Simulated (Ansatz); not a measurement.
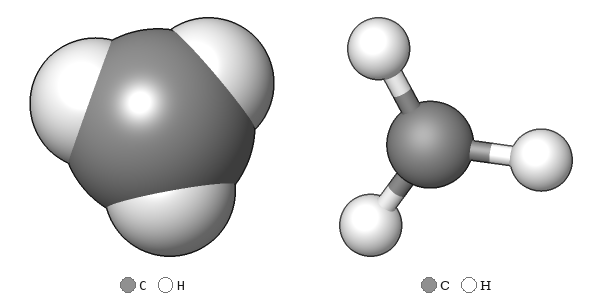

Two views of one molecule.

State: neutral, doublet.

Question: Give the formula.

Answer: CH₃, 4 atoms: 1 carbon and 3 hydrogen.

Question: How many atoms are distinct by symmetry?

Answer: 2: 1 C, 3 H.

Question: Which point group does it belong to?

Answer: D3h.

The parts below concern this one geometry. Atoms keep their numbers from picture to picture. The geometry was computed by an optimisation with PBE0-D4/def2-TZVP.

### Vibrations

Harmonic vibrations computed with UKS PBE0-D4/def2-TZVP (Ansatz 0.2.0) at a stationary point of the same level.

Question: List the wavenumbers.

Answer: 6 modes: 526, 1400, 1400, 3128, 3311, 3311 cm⁻¹.

### Electronic properties

Level of theory: UKS PBE0-D4/def2-TZVPP (Ansatz 0.2.0).

Question: What is the ⟨S²⟩ of the determinant?

Answer: 0.755.

Question: Estimate the HOMO energy (Kohn–Sham orbital).

Answer: −6.81 eV.

### Charges

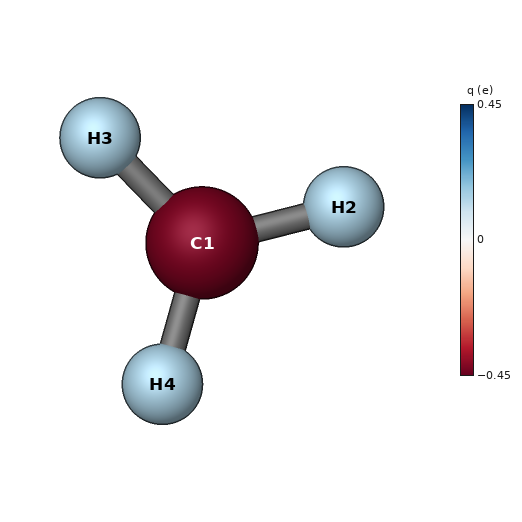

Atoms are coloured by their Mulliken charges. Level of theory: UKS PBE0-D4/def2-TZVP (Ansatz 0.2.0).

List the Mulliken charges.

```tsv
atom	value (e)
C1	−0.42
H2	0.14
H3	0.14
H4	0.14
```

Mulliken values depend strongly on the basis set and can even reverse the polarity of a bond.
